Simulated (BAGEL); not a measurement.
# A workflow on CH4OSi (SMILES CO[SiH])

We compute the energy (HF/def2-SV(P)), then the energy (NEVPT2(2,2)/def2-SV(P)), then a single-point energy (CASPT2(2,2)/def2-SV(P)) of CH4OSi. 

The results are computed with BAGEL 1.2.2.

2 further runs of the same task are left out: 2 set aside as unsound or not needed.

## Step 1: Starting point

CH4OSi has 7 atoms, charge 0, and is taken as a singlet. SMILES: `CO[SiH]`. Geometry: relaxed at PBE0-D4/def2-TZVP. This is one conformer, not always the lowest.

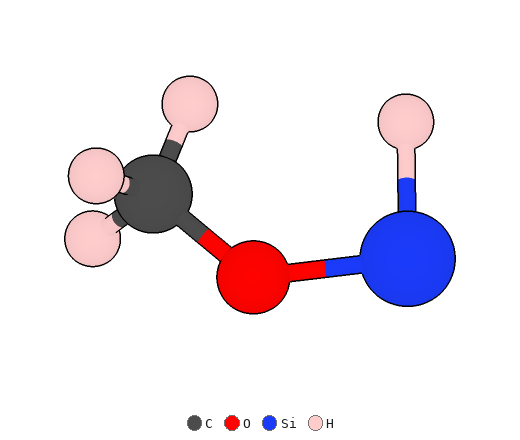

The structure, seen from a chosen angle (carbon dark grey, oxygen red, silicon blue, hydrogen pink).

## Step 2: A single-point energy at HF/def2-SV(P) (density fitting with svp-jkfit) (run 1)

input.json reads:

```json
{ "bagel": [

{
  "title": "molecule",
  "basis": "def2-sv_p_.json",
  "df_basis": "svp-jkfit",
  "geometry": [
    { "atom": "C", "xyz": [    -0.96829189,     0.91742046,    -0.63962505 ] },
    { "atom": "O", "xyz": [    -0.83752662,    -0.84376271,     1.35606747 ] },
    { "atom": "Si", "xyz": [     1.50592275,    -2.62161705,     2.32417416 ] },
    { "atom": "H", "xyz": [    -2.44983717,     0.34162091,    -1.95676416 ] },
    { "atom": "H", "xyz": [     0.83866423,     1.03458348,    -1.64155784 ] },
    { "atom": "H", "xyz": [    -1.45376253,     2.77313151,     0.12363533 ] },
    { "atom": "H", "xyz": [     3.48030860,    -1.73023324,     0.34789858 ] }
  ]
},

{
  "title": "hf"
},

{
  "title": "print",
  "file": "orbitals.molden",
  "orbitals": "true"
}

]}
```

The basis set def2-SV(P) is read from a file made from the Basis Set Exchange's data (not shown).

Command:

```sh
$ BAGEL_NUM_THREADS=1 BAGEL input.json > input.out
```

The program printed:

```text
* using 1 threads per process

  ===============================================================
  ===============================================================

  *** Geometry ***

[... 20 lines left out ...]
  === Nuclear Repulsion ===
   101.0706659413

      * DIIS with orbital gradients will be used.

  === RHF iteration (def2-sv_p_.json) ===
      0       -403.63015217          0.02225376           0.02
      1       -403.71362509          0.01697997           0.02
      2       -403.77173986          0.00177255           0.02
[... 9 lines of this table left out ...]
     12       -403.77327706          0.00000000           0.02
    * SCF iteration converged.

    * Permanent dipole moment:
           (   -0.050934,    -0.450516,     0.550469) a.u.

    * METHOD: HF                                   0.30

    * METHOD: PRINT                                0.01

  ===============================================================
```

Run time: 0.52 s. Hardware: 1 thread of Arm Neoverse V1, shared host; peak memory 0.14 GiB.

## Step 3: A single-point energy at NEVPT2(2,2)/def2-SV(P) (density fitting with svp-jkfit) (run 2)

input.json reads:

```json
{ "bagel" : [

{
  "title" : "molecule",
  "basis" : "def2-sv_p_.json",
  "df_basis" : "svp-jkfit",
  "angstrom" : false,
  "geometry" : [
    { "atom" : "C", "xyz" : [    -0.96829189,     0.91742046,    -0.63962505 ] },
    { "atom" : "O", "xyz" : [    -0.83752662,    -0.84376271,     1.35606747 ] },
    { "atom" : "Si", "xyz" : [     1.50592275,    -2.62161705,     2.32417416 ] },
    { "atom" : "H", "xyz" : [    -2.44983717,     0.34162091,    -1.95676416 ] },
    { "atom" : "H", "xyz" : [     0.83866423,     1.03458348,    -1.64155784 ] },
    { "atom" : "H", "xyz" : [    -1.45376253,     2.77313151,     0.12363533 ] },
    { "atom" : "H", "xyz" : [     3.48030860,    -1.73023324,     0.34789858 ] }
  ]
},

{
  "title" : "hf",
  "charge" : 0
},

{
  "title" : "nevpt2",
  "nstate" : 1,
  "nact" : 2,
  "nclosed" : 15,
  "charge" : 0,
  "active" : [8, 24],
  "maxiter" : 200,
  "natocc" : true,
  "ncore" : 7
},

{
  "title" : "print",
  "file" : "orbitals.molden",
  "orbitals" : true
}

]}
```

The basis set def2-SV(P) is read from a file made from the Basis Set Exchange's data (not shown).

Command:

```sh
$ BAGEL_NUM_THREADS=1 BAGEL input.json > input.out
```

The program printed:

```text
* using 1 threads per process

  ===============================================================
  ===============================================================

  *** Geometry ***

[... 31 lines left out ...]
    * SCF iteration converged.
[... 1 line left out ...]
    * Permanent dipole moment:
[... 28 lines left out ...]
    * Second-order optimization converged. *
[... 9 lines left out ...]
     * ci vector, state   0, <S^2> = 0.0000
       2.     0.9953697806
       .2    -0.0961197168

  === DF-NEVPT2 calculation ===

    * 3-index integral transformation done
    * assembly done

      NEVPT2 correlation energy:   -0.3568099839      0.05

          (+0)     -0.2521943065
          (+0)'    -0.0454851151
          (+1)     -0.0086364151
          (+1)'    -0.0000000000
          (+2)     -0.0006452842
          (-1)     -0.0441711327
          (-1)'     0.0000000000
          (-2)     -0.0056777302

      NEVPT2 total energy:       -404.1497791378

    * METHOD: NEVPT2                               1.46

    * METHOD: PRINT                                0.01

  ===============================================================
```

Run time: 2 s. Hardware: 1 thread of Arm Neoverse V1, shared host; peak memory 0.14 GiB.

## Step 4: The energy at CASPT2(2,2)/def2-SV(P) (density fitting with svp-jkfit) (run 3)

caspt2.json reads:

```json
{ "bagel": [

{
  "title": "molecule",
  "basis": "def2-sv_p_.json",
  "df_basis": "svp-jkfit",
  "geometry": [
    { "atom": "C", "xyz": [ -0.96829189,  0.91742046, -0.63962505 ] },
    { "atom": "O", "xyz": [ -0.83752662, -0.84376271,  1.35606747 ] },
    { "atom": "Si", "xyz": [  1.50592275, -2.62161705,  2.32417416 ] },
    { "atom": "H", "xyz": [ -2.44983717,  0.34162091, -1.95676416 ] },
    { "atom": "H", "xyz": [  0.83866423,  1.03458348, -1.64155784 ] },
    { "atom": "H", "xyz": [ -1.45376253,  2.77313151,  0.12363533 ] },
    { "atom": "H", "xyz": [  3.48030860, -1.73023324,  0.34789858 ] }
  ]
},
{ "title": "hf" },
{ "title": "casscf", "nstate": 1, "nact": 2, "nclosed": 15, "active": [8, 24], "maxiter": 200, "natocc": true },
{ "title": "print", "file": "orbitals.molden", "orbitals": true },
{ "title": "smith", "method": "caspt2", "ms": true, "xms": true, "sssr": true, "shift": 0.2, "shift_imag": true, "ncore": 7 }

]}
```

The basis set def2-SV(P) is read from a file made from the Basis Set Exchange's data (not shown).

Command:

```sh
$ BAGEL_NUM_THREADS=1 BAGEL caspt2.json > caspt2.out
```

The program printed:

```text
* using 1 threads per process

  ===============================================================
  ===============================================================

  *** Geometry ***

[... 33 lines left out ...]
    * Permanent dipole moment:
[... 37 lines left out ...]
     * ci vector, state   0, <S^2> = 0.0000
[... 21 lines left out ...]
       #      aibj      arbs      arbi      airj      risj      airs      arst      rist         Etot      error   time
[... 10 lines left out ...]
      ------------------------------------------------------------------------------------------------------------------

    * CASPT2 energy : state  0     -404.1522207438
        w/o shift correction       -404.1502058427
        reference weight              0.8924288846

    * METHOD: SMITH                                0.19

  ===============================================================
```

Run time: 2.1 s. Hardware: 1 thread of Arm Neoverse V1, shared host; peak memory 0.14 GiB.

## Step 5: Outcome

| quantity | value |
| --- | --- |
| run 1, HF/def2-SV(P): total energy | -403.77328 Eh |
| run 1, HF/def2-SV(P): dipole moment | 1.81 D |
| run 1, HF/def2-SV(P): HOMO energy | -8.94 eV |
| run 1, HF/def2-SV(P): LUMO energy | 1.46 eV |
| run 1, HF/def2-SV(P): HOMO–LUMO gap | 10.41 eV |
| run 2, NEVPT2(2,2)/def2-SV(P): total energy | -404.14978 Eh |
| run 3, CASPT2(2,2)/def2-SV(P): total energy | -404.15222 Eh |
